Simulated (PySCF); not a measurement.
```yaml
atoms:
  - { symbol: Al, position_ang: [0.9182, -0.1103, -0.3173] }
  - { symbol: Ga, position_ang: [-1.9300, 0.4272, 0.9973] }
  - { symbol: O, position_ang: [-0.4948, 0.8003, -0.8194] }
  - { symbol: O, position_ang: [0.1639, -0.6081, 1.1867] }
  - { symbol: H, position_ang: [0.4992, -1.1625, 1.9169] }
  - { symbol: H, position_ang: [-0.6651, 1.3233, -1.6259] }
  - { symbol: H, position_ang: [2.3130, -0.3765, -0.9620] }
```

Geometry: BLYP-D3(BJ)/def2-SVP.

These are results of Gaussian-basis quantum chemistry of an isolated molecule with PySCF, energy and nuclear gradient, functional PBE0 (PySCF 2.14.0), not measurements.

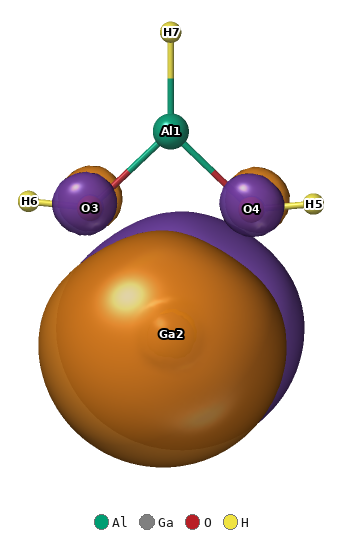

AlGaH$_{3}$O$_{2}$ (charge +1). One frontier orbital at ±0.06 Å⁻³ᐟ² (orange and purple are the two phases), seen at a tilt.

> Which orbital is it: HOMO or LUMO?

The LUMO, at −5.86 eV. Its weight (Hirshfeld) is mainly on Ga2 (about 90 %); it changes sign across the molecular plane (π type).
